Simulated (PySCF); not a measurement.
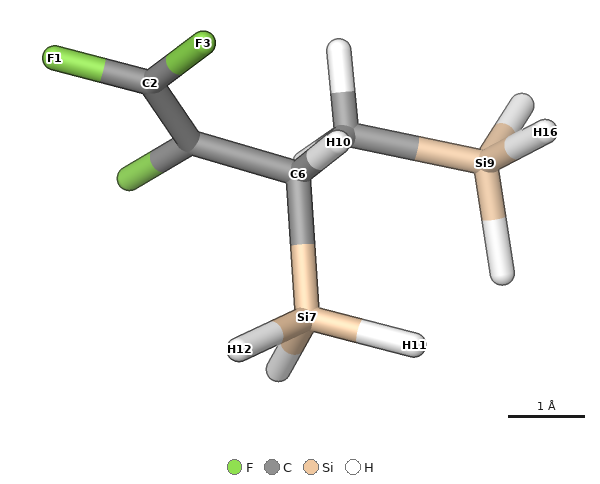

Fig. 1: The structure as given in the input (stick view, seen at a tilt; atoms are numbered from 1 in the order of the input). Bond lengths as drawn: C–C 1.33 to 1.54 Å, C–F 1.31 to 1.34 Å, C–H 1.10 Å, C–Si 1.89 to 1.92 Å and H–Si 1.49 to 1.50 Å.

## NMR shielding calculation, with input and output: C₄H₉F₃Si₂

C₄H₉F₃Si₂, SMILES FC(F)=C(F)[C@@H]([SiH3])C[SiH3], computed with GIAO PBE0/pcSseg-1 NMR shielding, non-relativistic, gas phase (PySCF 2.14.0).

The geometry comes from this level: PBE0-D3(BJ)/def2-SVP. It belongs to a series of runs on one base structure; here: constitutional isomer. Figures and captions count atoms from 1; the log counts them from 0 in places.

## What the program printed
```
coarse grid: 16432 points
cycle   1  E = -1035.3530303048  dE =  9.814e-01  |g| = 7.384e-01  |ddm| = 3.835e+00
cycle   2  E = -1035.2466424413  dE =  1.064e-01  |g| = 1.091e+00  |ddm| = 1.211e+00
cycle   3  E = -1035.4465321964  dE = -1.999e-01  |g| = 8.487e-02  |ddm| = 7.918e-01
cycle   4  E = -1035.4474141435  dE = -8.819e-04  |g| = 5.267e-02  |ddm| = 1.166e-01
cycle   5  E = -1035.4479447304  dE = -5.306e-04  |g| = 1.056e-02  |ddm| = 5.269e-02
cycle   6  E = -1035.4479626166  dE = -1.789e-05  |g| = 4.207e-03  |ddm| = 1.125e-02
cycle   7  E = -1035.4479666016  dE = -3.985e-06  |g| = 8.104e-04  |ddm| = 4.228e-03
final grid: 151848 points
cycle   8  E = -1035.5200467707  dE = -4.102e-05  |g| = 7.653e-03  |ddm| = 2.665e-02
cycle   9  E = -1035.5200306299  dE =  1.614e-05  |g| = 1.177e-02  |ddm| = 1.639e-02
cycle  10  E = -1035.5200595019  dE = -2.887e-05  |g| = 9.469e-04  |ddm| = 9.962e-03
cycle  11  E = -1035.5200596587  dE = -1.568e-07  |g| = 3.972e-04  |ddm| = 1.082e-03
cycle  12  E = -1035.5200596937  dE = -3.507e-08  |g| = 9.642e-05  |ddm| = 4.049e-04
cycle  13  E = -1035.5200596953  dE = -1.562e-09  |g| = 3.178e-05  |ddm| = 1.043e-04
cycle  14  E = -1035.5200596955  dE = -1.960e-10  |g| = 7.348e-06  |ddm| = 3.319e-05
```

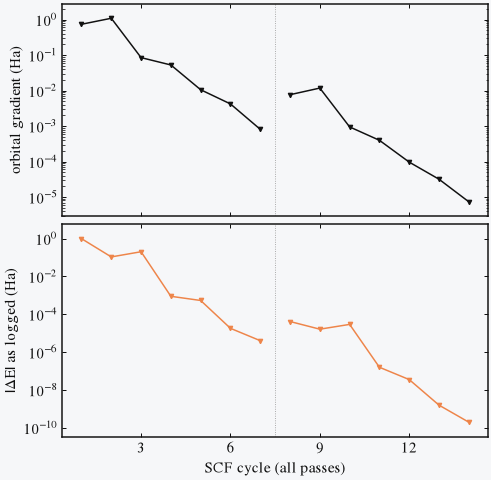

Fig. 2: Convergence of the self-consistent field: orbital gradient and size of the energy change against the SCF cycle. The dotted line marks the change from a coarse to the final integration grid. The first 7 cycles use a coarse grid, the final grid takes over at cycle 8, and the field converges after 14 cycles in all.

```
converged SCF energy = -1035.5200596955

GIAO shielding tensors (ppm)
atom      isotropic    diamagn.    paramagn.     s11        s22        s33       span
  0 F      287.101     468.147    -181.046    270.009    289.955    301.337     31.328
  1 C       24.804     251.402    -226.598    -33.875     48.749     59.537     93.412
  2 F      301.575     475.893    -174.318    270.197    296.681    337.848     67.651
  3 C       45.192     252.286    -207.094      9.382     43.044     83.151     73.769
  4 F      369.738     474.210    -104.472    304.162    369.652    435.400    131.238
  5 C      164.709     251.027     -86.318    152.391    163.091    178.645     26.253
  6 Si     409.495     880.039    -470.545    373.195    400.248    455.042     81.847
  7 C      174.010     251.543     -77.533    157.947    169.602    194.482     36.535
  8 Si     418.020     879.281    -461.261    388.038    404.659    461.362     73.324
  9 H       29.399      33.738      -4.339     25.290     28.867     34.039      8.749
 10 H       27.024      29.609      -2.585     23.171     26.208     31.694      8.523
 11 H       27.365      28.735      -1.370     23.823     25.674     32.598      8.775
 12 H       27.173      29.260      -2.086     24.518     25.264     31.738      7.221
 13 H       29.922      31.476      -1.553     24.975     29.988     34.804      9.830
 14 H       30.265      31.265      -1.000     24.674     29.214     36.908     12.235
 15 H       27.399      28.730      -1.331     24.148     25.725     32.323      8.175
 16 H       27.194      28.490      -1.297     23.407     26.579     31.595      8.188
 17 H       27.286      27.724      -0.437     23.812     24.870     33.177      9.366
```

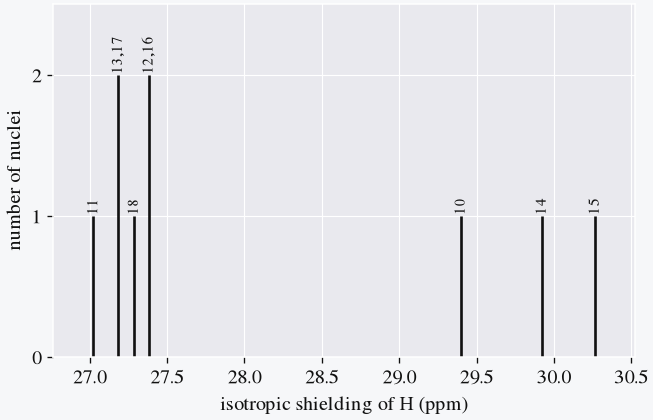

Fig. 3: Isotropic shieldings of the hydrogen nuclei in this fixed geometry, labelled by atom number; shielding grows to the right, so chemical shift grows to the left. The least shielded is H11 (27.0 ppm), the most shielded H15 (30.3 ppm).

The run was set up as follows.

## The input
```
{"job": {"kind": "nmr", "xc": "PBE0", "basis": "pcSseg-1"}, "charge": 0, "multiplicity": 1}
F      3.479671    -1.740175    -1.109327
C      2.543313    -1.260784    -0.330678
F      2.791612    -1.487996     0.940337
C      1.461225    -0.608225    -0.755703
F      1.310228    -0.437021    -2.076782
C      0.386987    -0.031173     0.091118
Si     0.352233     1.873148    -0.129109
C     -0.967723    -0.707169    -0.189119
Si    -2.444755    -0.140601     0.848347
H      0.675760    -0.193026     1.143260
H     -0.387201     2.484702     1.016107
H      1.756318     2.379072    -0.135196
H     -0.330618     2.244203    -1.403208
H     -1.234435    -0.579552    -1.252347
H     -0.868227    -1.796472    -0.033773
H     -2.107123    -0.202391     2.304411
H     -2.841793     1.260606     0.512233
H     -3.602119    -1.044258     0.573790
```

The first line tells a small driver script what to run in PySCF; the rest is the geometry in Å.

Launched with:
```bash
OMP_NUM_THREADS=1 python <driver script> task.json out
```

## Results in brief

```csv
quantity,value
outcome,converged
total energy,−1035.520060 hartree
HOMO,−7.08 eV
LUMO,0.10 eV
dipole moment,1.24 D
"isotropic shielding, F",287.1 to 369.7 ppm
"isotropic shielding, C",24.8 to 174.0 ppm
"isotropic shielding, Si",409.5 to 418.0 ppm
"isotropic shielding, H",27.0 to 30.3 ppm
hardware,"1 CPU thread, shared host"
wall time,66 s
peak memory,0.92 GiB
```
